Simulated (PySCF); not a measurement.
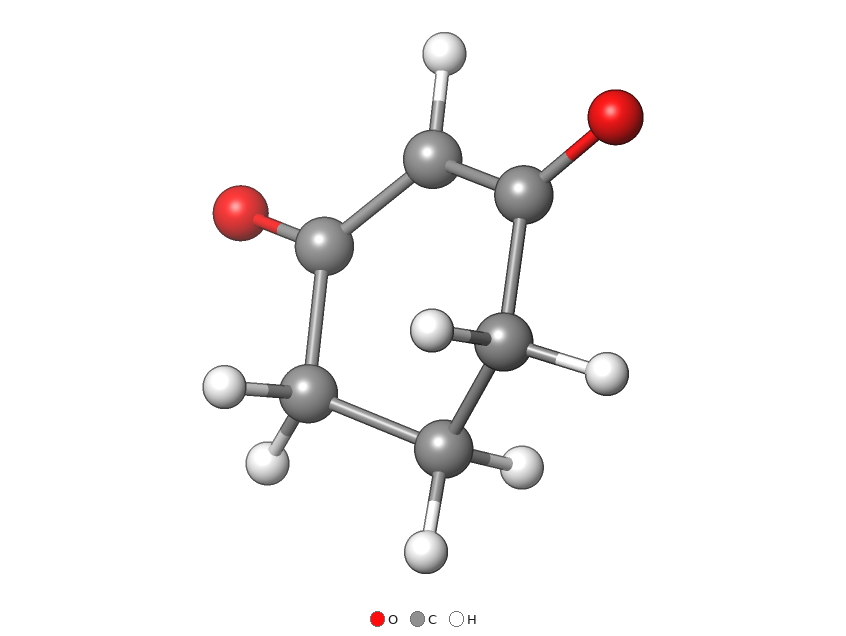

Ball-and-stick drawing of a structure. Every bond is drawn as one stick, whatever its order.

The species has charge −1 and is a spin singlet. The computed structure is the end point of a PBE0-D3(BJ)/def2-SVP optimisation. No frequency run is at hand to confirm it as a minimum.

Question: Give the formula.

Answer: C₆H₇O₂⁻, 15 atoms: 6 carbon, 7 hydrogen and 2 oxygen.

Question: Name functional groups in it.

Answer: Among them: ketone, alkene.

Question: How many bonds of each kind are drawn?

Answer: 7 C–H, 6 C–C, 2 C–O.

Question: Does it have rings?

Answer: Independent rings (smallest set): 1 of 6 members.

Question: Write the SMILES.

Answer: O=C1C=C([O-])CCC1

The parts below concern this one geometry. Atoms keep their numbers from picture to picture.

### Geometry

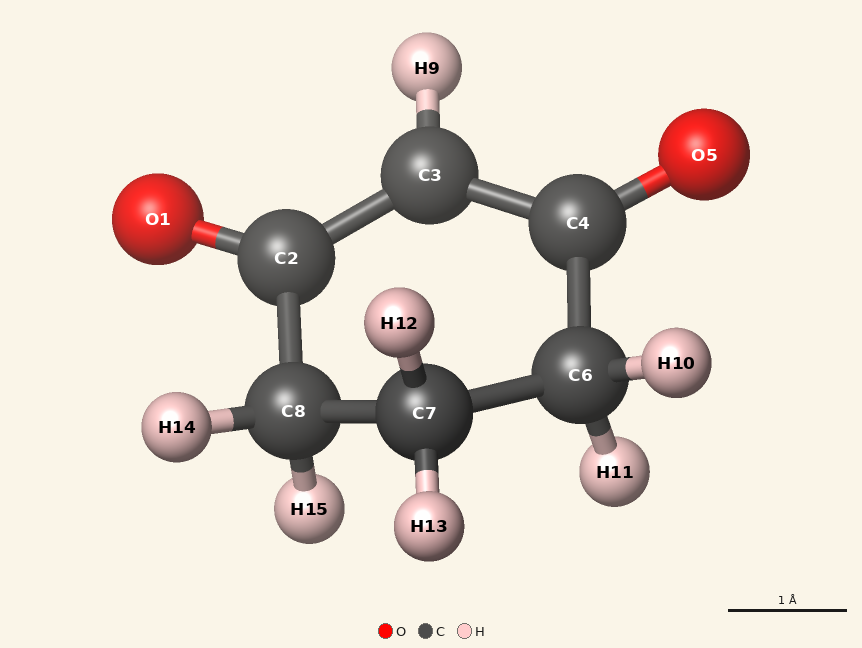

No frequency run is at hand to confirm it as a minimum.

List the bonds and their lengths.

```
  bond  length (Å)        order
 O1–C2       1.240       single
 C2–C3       1.419  delocalised
 C2–C8       1.536       single
 C3–C4       1.419  delocalised
 C3–H9       1.095       single
 C4–O5       1.240       double
 C4–C6       1.537       single
 C6–C7       1.519       single
C6–H10       1.102       single
C6–H11       1.107       single
 C7–C8       1.519       single
C7–H12       1.105       single
C7–H13       1.106       single
C8–H14       1.102       single
C8–H15       1.107       single
```

### Core levels

No frequency run is at hand to confirm it as a minimum. Method: delta-SCF UKS SCAN, pcX-2 on the ionised atom, pcseg-1 elsewhere, spin-free X2C (PySCF 2.14.0).

Give the core-electron binding energies (to vacuum) of O1 1s, C2 1s, C3 1s, C6 1s, C7 1s.

```tsv
atom	level	binding energy (eV)
O1	1s	531.1
C2	1s	287.1
C3	1s	284.3
C6	1s	286.2
C7	1s	286.7
```

### NMR shielding

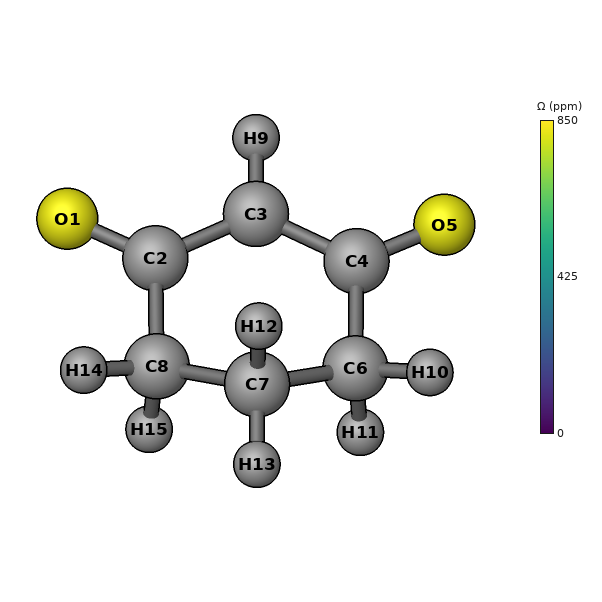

The O atoms are coloured by the span of their shielding tensor. No frequency run is at hand to confirm it as a minimum. Method: GIAO PBE0/pcSseg-1 NMR shielding, non-relativistic, gas phase (PySCF 2.14.0). Principal shieldings σ11 ≤ σ22 ≤ σ33, span Ω = σ33 − σ11, skew κ = 3(σiso − σ22)/Ω.

Give the shielding tensors of the O atoms.

| atom | σ11 | σ22 | σ33 | σiso | Ω | κ |
| --- | --- | --- | --- | --- | --- | --- |
| O1 | −511.6 | −176.9 | 305.7 | −127.6 | 817.2 | 0.18 |
| O5 | −508.6 | −177.1 | 307.3 | −126.1 | 815.9 | 0.19 |

Shieldings and span in ppm.

### Levels of theory compared

No frequency run is at hand to confirm it as a minimum. Program: PySCF 2.14.0.

Compare HOMO energy (eV) at these levels: B3LYP/pcJ-1; CAM-B3LYP/def2-SVPD; PBE0/pcSseg-1; ωB97X-D/pcSseg-1.

| level | HOMO energy (eV) |
| --- | --- |
| B3LYP/pcJ-1 | −0.75 |
| CAM-B3LYP/def2-SVPD | −2.45 |
| PBE0/pcSseg-1 | −0.97 |
| ωB97X-D/pcSseg-1 | −2.70 |

### Charges

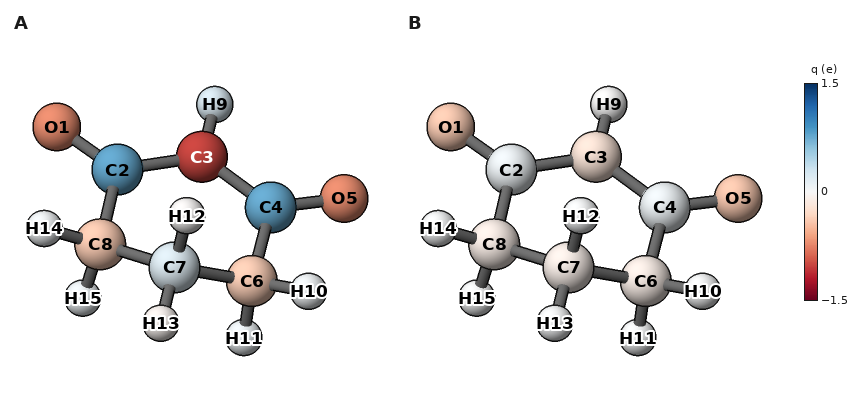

Atomic charges of one calculation by 2 schemes, on one colour scale. No frequency run is at hand to confirm it as a minimum. Method: PBE0/pcSseg-1 (PySCF 2.14.0).

Question: The schemes are ESP-fitted, Hirshfeld. Which panel shows which?

Answer: A ESP-fitted, B Hirshfeld.

List the charges (e), one line for each set of equivalent atoms. Atoms whose distances differ by more than 0.02 Å in this geometry are listed apart.

```csv
atom,ESP-fitted,Hirshfeld
O1,−0.69,−0.39
C2,0.76,0.07
C3,−1.00,−0.20
C4,0.76,0.07
O5,−0.69,−0.39
"C6, C8",−0.37,−0.10
C7,0.20,−0.08
H9,0.23,0.00
"H10, H14",0.05,0.02
H11,0.08,0.02
H12,−0.02,0.02
H13,−0.05,0.01
H15,0.08,0.02
```
